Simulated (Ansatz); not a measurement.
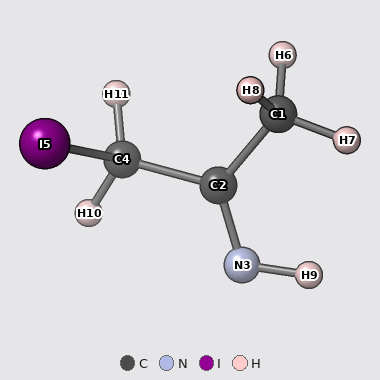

The system is C₃H₆IN, SMILES CC(=N)CI; the picture shows the reference structure. The first coordinate is: dihedral C1–C2–C4–I5; the second: dihedral C1–C2–N3–H9. Nothing is relaxed (all other coordinates rigid). Grid: 15 × 15 points. Energies are in eV, from the lowest grid point. Energies and slopes of some neighbouring points disagree (a jump in structure or state, or too coarse a mesh). The dihedral twists a double bond; near 90° a spin-restricted reference is unreliable. The calculation used RKS PBE0-D4/def2-SVP (Ansatz).

Its coordinates:

| atom | x (Å) | y (Å) | z (Å) |
| --- | --- | --- | --- |
| C | -0.9442 | 0.6342 | -0.5688 |
| C | 0.1716 | -0.3339 | -0.2926 |
| N | 0.7486 | -1.0785 | -1.1467 |
| C | 0.6278 | -0.4601 | 1.1312 |
| I | 1.6962 | 1.3043 | 1.7987 |
| H | -1.8467 | 0.3515 | -0.0027 |
| H | -1.1932 | 0.6594 | -1.6387 |
| H | -0.6678 | 1.6494 | -0.2439 |
| H | 0.3469 | -0.9271 | -2.0778 |
| H | 1.3330 | -1.2925 | 1.2246 |
| H | -0.2066 | -0.5636 | 1.8372 |

Range: dihedral C1–C2–C4–I5 from −180 to 156°; dihedral C1–C2–N3–H9 from −180 to 156°.

Question: What landscape does the calculation give?

Answer: The lowest grid point is at dihedral C1–C2–C4–I5 = 60°, dihedral C1–C2–N3–H9 = 12°. Other grid points that lie below all their neighbours: dihedral C1–C2–C4–I5 = −84°, dihedral C1–C2–N3–H9 = 12° (0.007 eV higher); dihedral C1–C2–C4–I5 = −60°, dihedral C1–C2–N3–H9 = −180° (0.08 eV higher); dihedral C1–C2–C4–I5 = 60°, dihedral C1–C2–N3–H9 = −180° (0.09 eV higher). The highest grid point, dihedral C1–C2–C4–I5 = −180°, dihedral C1–C2–N3–H9 = −84°, lies 2.19 eV above the lowest.

```
dihedral C1–C2–N3–H9 ↓, dihedral C1–C2–C4–I5 →  −180  −156  −132  −108   −84   −60   −36   −12    12    36    60    84   108   132   156
                                           156  0.54  0.47  0.38  0.34  0.29  0.28  0.38  0.50  0.54  0.46  0.36  0.35  0.42  0.50  0.54
                                           132  1.14  1.05  0.97  0.94  0.91  0.89  0.97  1.11  1.18  1.13  1.02  1.00  1.08  1.17  1.20
                                           108  1.94  1.83  1.78  1.76  1.72  1.70  1.76  1.87  1.94  1.91  1.83  1.82  1.89  1.99  2.02
                                            84  2.16  2.11  2.06  2.01  1.98  2.00  2.06  2.11  2.07  1.99  1.94  1.98  2.06  2.13  2.16
                                            60  1.43  1.44  1.39  1.29  1.24  1.29  1.41  1.46  1.37  1.24  1.18  1.23  1.31  1.35  1.38
                                            36  0.62  0.65  0.61  0.52  0.45  0.48  0.62  0.71  0.64  0.49  0.41  0.45  0.53  0.57  0.59
                                            12  0.17  0.18  0.16  0.09  0.01  0.02  0.15  0.27  0.25  0.11  0.00  0.02  0.10  0.16  0.16
                                           −12  0.18  0.17  0.16  0.11  0.02  0.01  0.13  0.27  0.30  0.18  0.05  0.05  0.13  0.20  0.21
                                           −36  0.66  0.62  0.61  0.57  0.49  0.46  0.56  0.71  0.78  0.70  0.56  0.53  0.60  0.68  0.70
                                           −60  1.48  1.43  1.40  1.36  1.29  1.25  1.32  1.46  1.55  1.51  1.40  1.35  1.39  1.48  1.51
                                           −84  2.19  2.18  2.14  2.08  2.01  1.98  2.04  2.12  2.15  2.11  2.06  2.05  2.08  2.12  2.16
                                          −108  1.91  1.97  1.93  1.82  1.75  1.77  1.86  1.89  1.82  1.71  1.66  1.69  1.73  1.76  1.82
                                          −132  1.11  1.14  1.10  1.00  0.93  0.95  1.06  1.12  1.05  0.92  0.84  0.87  0.91  0.95  1.04
                                          −156  0.53  0.50  0.45  0.37  0.31  0.31  0.42  0.50  0.46  0.35  0.26  0.28  0.33  0.38  0.47
                                          −180  0.34  0.27  0.19  0.13  0.08  0.08  0.18  0.28  0.28  0.18  0.09  0.09  0.15  0.22  0.29
```

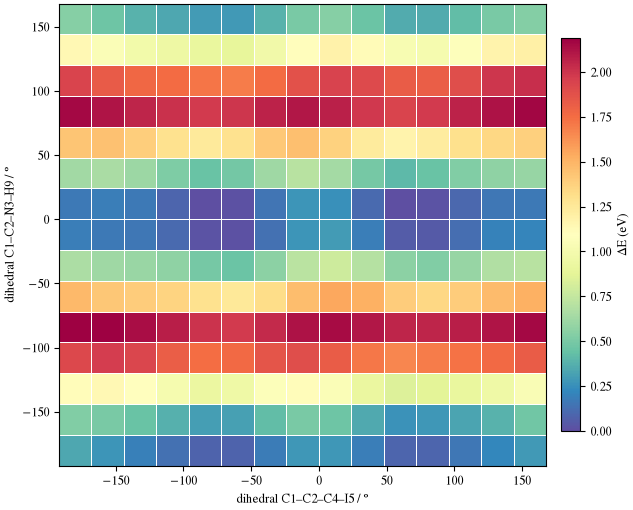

The picture shows one coloured cell a grid point.

Each point was launched as `ansatz run input.yaml --threads 1 --pin off --max-ram 2560MiB --backend cpu --events-out ev --progress --plain --runs-dir out`. Time for the 225 points that were run: 28 min on 1 thread of Arm Neoverse V1, with other jobs on the host.
